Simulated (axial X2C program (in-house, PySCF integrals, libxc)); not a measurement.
# All-electron X2C curves of TeH

What are the state, bond length, wavenumber and bond energy of TeH, and what does spin–orbit coupling change?

Computed with an in-house X2C program for linear molecules on PySCF integrals. Level: all-electron X2C, Te dyall-cv3z, H dyall-v3z.

All values are calculated.

## 1. Set-up

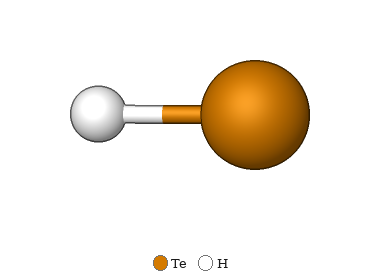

The two atoms at 1.680 Å (tellurium orange, hydrogen white).

File task.json:

```json
{"zs": [52, 1], "q": 0, "bas": ["dyall-cv3z", "dyall-v3z"], "levels": ["PBE0", "HF", "BP86"], "cc": true, "r0": 1.68, "thr": -2.0, "nmax": 110, "npts": 10, "nst": 2, "ntry": 8}
```

Keys: zs atomic numbers; q charge; bas basis sets; levels methods (HF also brings MP2); cc coupled cluster on or off; r0 starting distance in Å; thr threshold in hartree for freezing inner shells (an s shell follows its p shell); nmax most natural virtual spinors; npts points asked for on the curve; nst determinants followed; ntry starts of the search.

Launch:

```console
python so2c.py task.json out
```

Spin-free means the one-electron spin-free X2C Hamiltonian; two-component (2c) means X2C with spin–orbit coupling and atomic mean-field two-electron Coulomb and Gaunt terms. Basis: Te dyall-cv3z contracted to [11s12p8d4f1g], H dyall-v3z contracted to [6s2p1d]; Gaussian nuclei, density fitting. Masses: Te 129.906 u, H 1.008 u.

Notation: σ, π±, δ± give the projection m of an orbital's angular momentum (0, ±1, ±2), α and β its spin, Λ and M_S the sums; ω is the projection of a spinor's total angular momentum and Ω the sum. Logs are in hartree.

The results follow Hamiltonian by Hamiltonian and level by level.

## 2. Search for the lowest determinant

Determinants are compared with PBE0 at 1.680 Å.

Spin-free determinants:

```csv
ΔE (eV),state,open shells
0.00,"M_S = 1/2, Λ = 1","beyond closed shells: π+α, π+β, π-α"
3.55,"M_S = 1/2, Λ = 0",beyond closed shells: σα
3.80,"M_S = 3/2, Λ = 0","beyond closed shells: σα, π+α, π-α"
4.21,"M_S = 1/2, Λ = 0","beyond closed shells: σβ, π+α, π-α"
4.97,"M_S = 1/2, Λ = 0","beyond closed shells: σα, π+β, π-α"
4.97,"M_S = 1/2, Λ = 2","beyond closed shells: σα, π+α, π+β"
```

Two-component determinants:

```csv
ΔE (eV),state,open shells
0.00,Ω = 3/2,excess of +ω over −ω: ω = 3/2
0.49,Ω = 1/2,excess of +ω over −ω: ω = 1/2
4.44,Ω = 1/2,"excess of +ω over −ω: 2 × ω = -1/2, ω = 3/2"
4.69,Ω = 1/2,excess of +ω over −ω: ω = 1/2
5.16,Ω = 5/2,"excess of +ω over −ω: 2 × ω = 1/2, ω = 3/2"
```

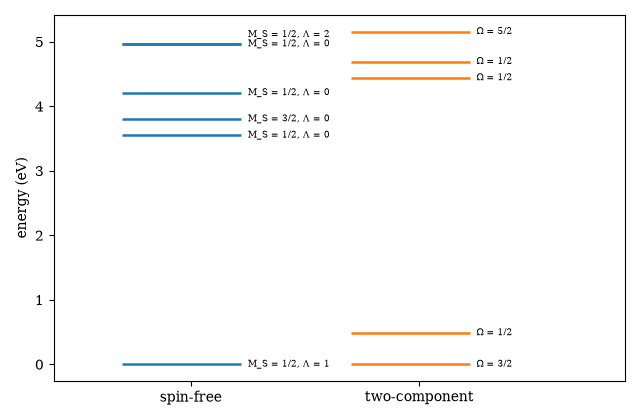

The determinants found, each set from its own lowest.

## 3. PBE0, spin-free

State followed: M_S = 1/2, Λ = 1 (beyond closed shells: π+α, π+β, π-α). The scan is laid around 1.665 Å, a first estimate of the minimum, and this SCF restarts from the orbitals of the search.

The SCF at the reference distance of 1.665 Å:

```text
spin-free X2C-1e  PBE0
basis functions 141  fitting functions 725  grid points 5074
iter        total energy     max residual
   1      -6793.990741723     5.18e-01
   2      -6794.048295595     1.84e-03
   3      -6794.048320742     1.24e-03
   4      -6794.048333987     2.31e-04
   5      -6794.048334367     6.32e-05
   6      -6794.048334426     2.48e-05
   7      -6794.048334431     1.15e-06
   8      -6794.048334431     4.84e-07
converged
one-electron -9354.88363529  Coulomb 2721.97207295  exact exchange -43.77765630  xc functional -133.88597162  nuclear repulsion 16.52685584
```

Along the bond, energies from the lowest point:

```tsv
R (Å)	E (eV)	μ (D)	HOMO (eV)	LUMO (eV)	iterations
1.449	0.5204	0.39	-6.42	-4.39	9
1.515	0.2191	0.32	-6.42	-4.39	9
1.565	0.0863	0.27	-6.41	-4.38	8
1.615	0.0174	0.22	-6.41	-4.38	8
1.665	0.0000	0.17	-6.41	-4.38	8
1.723	0.0316	0.12	-6.41	-4.38	9
1.782	0.1069	0.06	-6.41	-4.38	10
1.857	0.2515	-0.01	-6.42	-4.39	10
1.948	0.4786	-0.09	-6.42	-4.39	11
2.081	0.8662	-0.21	-6.44	-4.41	11
```

Dipoles are positive if H is the positive end.

Outer orbitals at the reference distance:

```tsv
symmetry	occupied	ε (eV)	atomic character
σα	yes	-17.80	75% Te s, 20% H s, 5% H p
σβ	yes	-16.93	72% Te s, 22% H s, 5% H p
σα	yes	-10.20	54% Te p, 33% H s, 10% Te s
σβ	yes	-9.97	53% Te p, 32% H s, 12% Te s
π-α	yes	-7.28	97% Te p, 3% H p
π+α	yes	-7.28	97% Te p, 3% H p
π+β	yes	-6.41	97% Te p, 3% H p
π-β	no	-4.38	97% Te p, 3% H p
σα	no	-0.52	31% H s, 26% Te p, 21% Te d
σβ	no	-0.33	32% H s, 26% Te p, 19% Te d
σα	no	1.85	58% H s, 18% Te s, 14% Te d
```

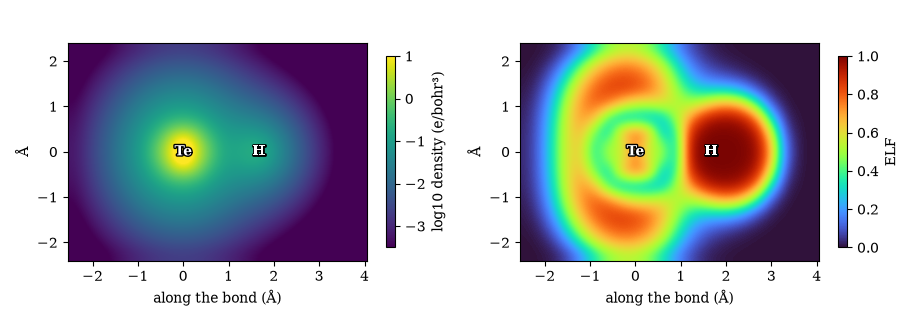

PBE0 fields in a plane through the axis, from a grid of 0.3 Å; Te lies at z = 0 and H at z = 1.665 Å; the ELF is damped to zero where the density is low.

Re = 1.659 Å, ωe = 2151 cm⁻¹, ωexe = 31.1 cm⁻¹, Be = 6.123 cm⁻¹, De = 2.88 eV, μ = 0.18 D.

## 4. HF, spin-free

The SCF at the reference distance of 1.665 Å:

```text
spin-free X2C-1e  HF
basis functions 141  fitting functions 725  grid points 5074
iter        total energy     max residual
   1      -6791.495331725     2.51e-01
   2      -6791.512218607     5.81e-03
   3      -6791.512626122     1.64e-03
   4      -6791.512678054     7.51e-04
   5      -6791.512690731     2.70e-04
   6      -6791.512693850     8.51e-05
   7      -6791.512694330     2.75e-05
   8      -6791.512694379     1.26e-05
   9      -6791.512694386     8.07e-06
  10      -6791.512694388     5.35e-06
  11      -6791.512694389     2.60e-06
converged
one-electron -9353.71038864  Coulomb 2720.83294684  exact exchange -175.16210843  xc functional 0.00000000  nuclear repulsion 16.52685584
```

Re = 1.647 Å, ωe = 2253 cm⁻¹, ωexe = 29.1 cm⁻¹, Be = 6.218 cm⁻¹, De = 1.77 eV, μ = 0.24 D.

## 5. BP86, spin-free

Output at 1.665 Å:

```text
spin-free X2C-1e  BP86
basis functions 141  fitting functions 725  grid points 5074
iter        total energy     max residual
   1      -6795.175374991     1.03e-01
   2      -6795.178315443     4.36e-03
   3      -6795.178313115     9.53e-04
   4      -6795.178310362     1.10e-03
   5      -6795.178322126     3.31e-05
   6      -6795.178322144     1.33e-05
   7      -6795.178322146     2.25e-06
converged
one-electron -9354.96283455  Coulomb 2722.04557080  exact exchange 0.00000000  xc functional -178.78791424  nuclear repulsion 16.52685584
```

Re = 1.674 Å, ωe = 2062 cm⁻¹, ωexe = 32.3 cm⁻¹, Be = 6.012 cm⁻¹, De = 3.10 eV, μ = 0.13 D.

## 6. MP2 and beyond, spin-free

Correlated methods: 17 electrons correlated (frozen shells, counted by type: Te 4 s, 3 p, 1 d; H none), 179 virtual spinors in MP2, 110 natural virtuals in coupled cluster.

Output of the correlated part at 1.665 Å:

```text
correlated 17  virtual 179  natural virtual 110  E(MP2) -0.622529157  MP2 remainder -0.017053430
iter   CCSD correlation   residual
   1     -0.560112636   1.20e-01
   2     -0.573801539   3.45e-02
   3     -0.574335298   1.18e-02
   4     -0.574319944   2.83e-03
   5     -0.574349804   7.58e-04
   6     -0.574349256   2.77e-04
   7     -0.574348469   8.21e-05
   8     -0.574349283   2.73e-05
   9     -0.574348663   8.35e-06
  10     -0.574348764   2.62e-06
  11     -0.574348753   8.32e-07
(T) -0.015805581  T1 0.0135  D1 0.0337  max T2 0.099
```

T1 in the output is the amplitude norm over the root of the electron number; divide by √2 for the Lee–Taylor value.

MP2: Re = 1.639 Å, ωe = 2224 cm⁻¹, Be = 6.272 cm⁻¹, De = 2.76 eV.

CCSD: Re = 1.649 Å, ωe = 2167 cm⁻¹, ωexe = 34.8 cm⁻¹, Be = 6.196 cm⁻¹, De = 2.89 eV. T1 at Re = 0.009 (Lee–Taylor, the printed value over √2).

CCSD(T): Re = 1.653 Å, ωe = 2140 cm⁻¹, ωexe = 36.4 cm⁻¹, Be = 6.168 cm⁻¹, De = 2.93 eV. T1 at Re = 0.009 (Lee–Taylor, the printed value over √2).

## 7. The spin-free curves together

Energy (eV) of the followed determinant, spin-free, from each level's lowest point:

```tsv
R (Å)	PBE0	HF	MP2	CCSD	CCSD(T)	BP86
1.449	0.520	0.490	0.439	n/a	n/a	0.566
1.515	0.219	0.193	0.164	0.190	0.198	0.253
1.565	0.086	0.067	0.050	0.068	0.074	0.110
1.615	0.017	0.007	0.000	0.009	0.012	0.029
1.665	0.000	0.000	0.000	0.000	0.000	0.000
1.723	0.032	0.046	0.051	0.040	0.036	0.017
1.782	0.107	0.138	0.144	0.122	0.114	0.076
1.857	0.251	0.306	0.310	0.272	0.257	0.200
1.948	0.479	0.561	0.564	n/a	n/a	0.400
2.081	0.866	0.957	1.078	n/a	n/a	0.747
```

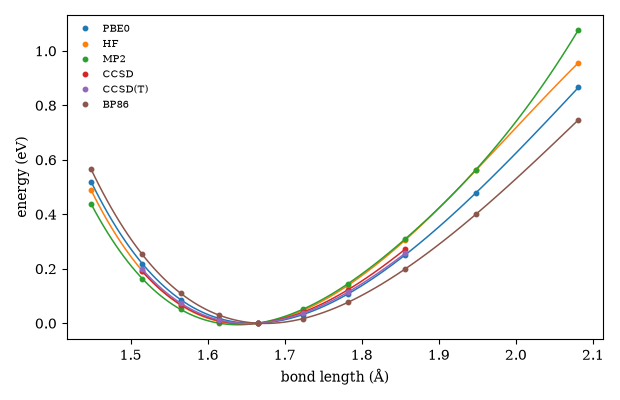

Curves of the followed state, spin-free, each from its own lowest point.

## 8. PBE0, 2c

State followed: Ω = 3/2 (excess of +ω over −ω: ω = 3/2). The scan is laid around 1.665 Å, a first estimate of the minimum, and this SCF restarts from the orbitals of the search.

The SCF at the reference distance of 1.665 Å:

```text
two-component X2C + atomic mean field  PBE0
basis functions 141  fitting functions 725  grid points 5074
iter        total energy     max residual
   1      -6791.146888312     5.22e-01
   2      -6791.204667603     1.85e-03
   3      -6791.204692923     1.25e-03
   4      -6791.204706600     2.34e-04
   5      -6791.204706988     6.43e-05
   6      -6791.204707050     2.46e-05
   7      -6791.204707055     1.93e-06
   8      -6791.204707055     1.02e-06
converged
one-electron -9346.68238762  Coulomb 2720.55811108  exact exchange -43.75153543  xc functional -133.81118333  nuclear repulsion 16.52685584  atomic mean-field constant -4.04456759
```

Along the bond, energies from the lowest point:

```tsv
R (Å)	E (eV)	μ (D)	HOMO (eV)	LUMO (eV)	iterations
1.449	0.5316	0.38	-6.63	-4.12	9
1.515	0.2272	0.30	-6.63	-4.12	9
1.565	0.0919	0.25	-6.63	-4.12	8
1.615	0.0202	0.19	-6.62	-4.11	8
1.665	0.0000	0.14	-6.63	-4.11	8
1.723	0.0280	0.08	-6.63	-4.11	10
1.782	0.0995	0.01	-6.63	-4.12	10
1.857	0.2388	-0.07	-6.64	-4.12	10
1.948	0.4590	-0.16	-6.65	-4.13	11
2.081	0.8356	-0.31	-6.67	-4.15	11
```

Dipoles are positive if H is the positive end.

Outer spinors at the reference distance:

```tsv
ω	occupied	ε (eV)	atomic character	λ mixture
1/2	yes	-17.73	75% Te s, 20% H s, 5% H p	100% σ
-1/2	yes	-16.89	72% Te s, 22% H s, 5% H p	100% σ
1/2	yes	-10.18	55% Te p, 32% H s, 10% Te s	99% σ, 1% π
-1/2	yes	-9.96	54% Te p, 32% H s, 12% Te s	98% σ, 2% π
-1/2	yes	-7.48	96% Te p, 3% H p	98% π, 2% σ
3/2	yes	-6.97	97% Te p, 3% H p	100% π
1/2	yes	-6.63	96% Te p, 3% H p	99% π, 1% σ
-3/2	no	-4.11	97% Te p, 3% H p	100% π
1/2	no	-0.49	31% H s, 26% Te p, 21% Te d	100% σ
-1/2	no	-0.30	32% H s, 27% Te p, 19% Te d	100% σ
1/2	no	1.86	58% H s, 18% Te s, 14% Te d	100% σ
```

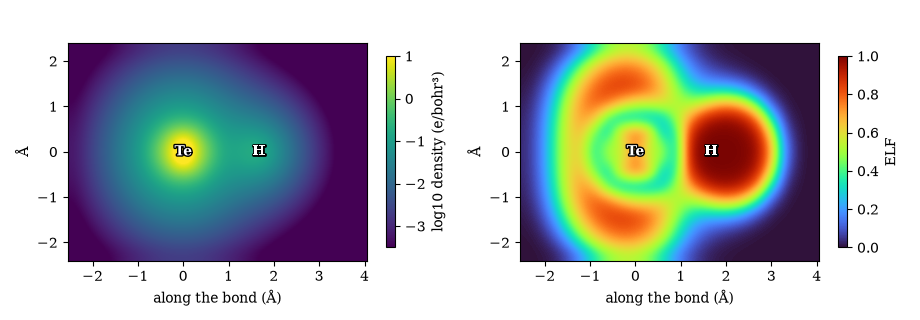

PBE0 fields in a plane through the axis, from a grid of 0.3 Å; Te lies at z = 0 and H at z = 1.665 Å; the ELF is damped to zero where the density is low.

Re = 1.663 Å, ωe = 2130 cm⁻¹, ωexe = 31.7 cm⁻¹, Be = 6.097 cm⁻¹, De = 2.86 eV, μ = 0.14 D.

## 9. HF, 2c

The SCF at the reference distance of 1.665 Å:

```text
two-component X2C + atomic mean field  HF
basis functions 141  fitting functions 725  grid points 5074
iter        total energy     max residual
   1      -6788.648130023     2.73e-01
   2      -6788.664967786     5.85e-03
   3      -6788.665371641     1.65e-03
   4      -6788.665423063     7.51e-04
   5      -6788.665435563     2.54e-04
   6      -6788.665438693     8.81e-05
   7      -6788.665439254     3.13e-05
   8      -6788.665439354     1.99e-05
   9      -6788.665439386     1.13e-05
  10      -6788.665439396     6.60e-06
  11      -6788.665439398     2.87e-06
  12      -6788.665439399     9.24e-07
converged
one-electron -9345.50771010  Coulomb 2719.41722160  exact exchange -175.05723914  xc functional 0.00000000  nuclear repulsion 16.52685584  atomic mean-field constant -4.04456759
```

Re = 1.650 Å, ωe = 2234 cm⁻¹, ωexe = 29.8 cm⁻¹, Be = 6.194 cm⁻¹, De = 1.76 eV, μ = 0.20 D.

## 10. BP86, 2c

The SCF at the reference distance of 1.665 Å:

```text
two-component X2C + atomic mean field  BP86
basis functions 141  fitting functions 725  grid points 5074
iter        total energy     max residual
   1      -6792.332697585     1.04e-01
   2      -6792.335630772     4.36e-03
   3      -6792.335628717     9.28e-04
   4      -6792.335625983     1.08e-03
   5      -6792.335637323     3.52e-05
   6      -6792.335637342     1.28e-05
   7      -6792.335637344     2.20e-06
converged
one-electron -9346.76411136  Coulomb 2720.63429216  exact exchange 0.00000000  xc functional -178.68810638  nuclear repulsion 16.52685584  atomic mean-field constant -4.04456759
```

Re = 1.678 Å, ωe = 2039 cm⁻¹, ωexe = 33.1 cm⁻¹, Be = 5.983 cm⁻¹, De = 3.07 eV, μ = 0.09 D.

## 11. MP2 and beyond, 2c

Correlated methods: 17 electrons correlated (frozen shells, counted by type: Te 4 s, 3 p, 1 d; H none), 179 virtual spinors in MP2, 110 natural virtuals in coupled cluster.

Output of the correlated part at 1.665 Å:

```text
correlated 17  virtual 179  natural virtual 110  E(MP2) -0.622280426  MP2 remainder -0.016982233
iter   CCSD correlation   residual
   1     -0.559934940   1.19e-01
   2     -0.573538797   3.40e-02
   3     -0.574052524   1.16e-02
   4     -0.574037759   2.78e-03
   5     -0.574066814   7.28e-04
   6     -0.574066404   2.55e-04
   7     -0.574065729   7.52e-05
   8     -0.574066512   2.68e-05
   9     -0.574065917   9.17e-06
  10     -0.574066023   3.34e-06
  11     -0.574066012   1.24e-06
(T) -0.015709052  T1 0.0133  D1 0.0329  max T2 0.097
```

MP2: Re = 1.642 Å, ωe = 2206 cm⁻¹, Be = 6.25 cm⁻¹, De = 2.69 eV.

CCSD: Re = 1.653 Å, ωe = 2148 cm⁻¹, ωexe = 35.4 cm⁻¹, Be = 6.171 cm⁻¹, De = 2.82 eV. T1 at Re = 0.009 (Lee–Taylor, the printed value over √2).

CCSD(T): Re = 1.656 Å, ωe = 2121 cm⁻¹, ωexe = 37 cm⁻¹, Be = 6.144 cm⁻¹, De = 2.86 eV. T1 at Re = 0.009 (Lee–Taylor, the printed value over √2).

## 12. A higher determinant, 2c

State: Ω = 1/2 (excess of +ω over −ω: ω = 1/2).

Output at the reference distance:

```text
two-component X2C + atomic mean field  PBE0
basis functions 141  fitting functions 725  grid points 5074
iter        total energy     max residual
   1      -6791.129084500     5.24e-01
   2      -6791.186732664     1.86e-03
   3      -6791.186757677     1.24e-03
   4      -6791.186770966     2.38e-04
   5      -6791.186771362     6.58e-05
   6      -6791.186771425     2.42e-05
   7      -6791.186771430     2.20e-06
   8      -6791.186771430     1.18e-06
converged
one-electron -9346.36301742  Coulomb 2720.24960541  exact exchange -43.74989468  xc functional -133.80575299  nuclear repulsion 16.52685584  atomic mean-field constant -4.04456759
```

```tsv
R (Å)	E above the lowest PBE0 point (eV)
1.449	1.013
1.515	0.710
1.565	0.577
1.615	0.507
1.665	0.488
1.723	0.518
1.782	0.592
1.857	0.734
1.948	0.958
```

Re = 1.661 Å, ωe = 2142 cm⁻¹, ωexe = 31.6 cm⁻¹, Be = 6.113 cm⁻¹, μ = 0.19 D. Te = 0.49 eV. As a difference of two determinants it need not be a gap between pure terms.

## 13. The 2c curves together

Energy (eV) of the followed determinant, 2c, from each level's lowest point:

```tsv
R (Å)	PBE0	HF	MP2	CCSD	CCSD(T)	BP86
1.449	0.532	0.501	0.449	n/a	n/a	0.578
1.515	0.227	0.201	0.171	0.198	0.206	0.261
1.565	0.092	0.072	0.055	0.073	0.079	0.115
1.615	0.020	0.009	0.002	0.011	0.014	0.032
1.665	0.000	0.000	0.000	0.000	0.000	0.000
1.723	0.028	0.043	0.048	0.037	0.033	0.013
1.782	0.099	0.131	0.137	0.115	0.107	0.069
1.857	0.239	0.293	0.298	0.260	0.246	0.187
1.948	0.459	0.543	0.545	n/a	n/a	0.380
2.081	0.836	0.931	1.051	n/a	n/a	0.715
```

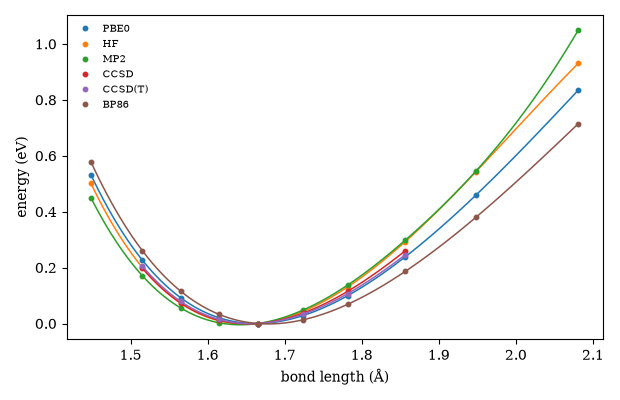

Curves of the followed state, 2c, each from its own lowest point.

Time for the job: 9.7 min (1 thread of Arm Neoverse V2, shared host); peak memory 1.5 GiB.

## 14. What came out

Lowest determinant that the search found at its distance, spin-free: M_S = 1/2, Λ = 1 (beyond closed shells: π+α, π+β, π-α).

Lowest determinant that the search found at its distance, 2c: Ω = 3/2 (excess of +ω over −ω: ω = 3/2).

```csv
Hamiltonian,level,Re (Å),ωe (cm⁻¹),De (eV),μ (D)
spin-free,PBE0,1.659,2151,2.88,0.18
spin-free,HF,1.647,2253,1.77,0.24
spin-free,MP2,1.639,2224,2.76,n/a
spin-free,CCSD,1.649,2167,2.89,n/a
spin-free,CCSD(T),1.653,2140,2.93,n/a
spin-free,BP86,1.674,2062,3.10,0.13
2c,PBE0,1.663,2130,2.86,0.14
2c,HF,1.650,2234,1.76,0.20
2c,MP2,1.642,2206,2.69,n/a
2c,CCSD,1.653,2148,2.82,n/a
2c,CCSD(T),1.656,2121,2.86,n/a
2c,BP86,1.678,2039,3.07,0.09
```

Dipoles are positive if H is the positive end.

Time per point (s) on 1 thread of Arm Neoverse V2, shared host (2c runs; CCSD comes with the CCSD(T) run); the times are rough: PBE0 0.32, HF 0.24, MP2 0.44, CCSD(T) 27, BP86 0.18.

What this shows: At CCSD(T), going from spin-free to two-component changes Re by +3 mÅ, ωe by -0.9 %, which is small (part of it comes from the scalar share of the two-electron terms). De moves by -0.08 eV; both De rest on single-determinant atoms, which can miss part of an open shell's spin–orbit lowering.

De refers to Te + H, each in the lowest determinant found, which need not be this curve's own limit. Each curve is one determinant whose occupation by symmetry is held fixed; it was picked as the lowest of a PBE0 search that is not exhaustive. De is counted from the lowest determinant-based energies of the atoms at the same level, without counterpoise correction. Density functionals use the spin component along the axis (collinear). Coupled cluster ran in a truncated set of natural virtual spinors; the MP2 energy of the rest was added.
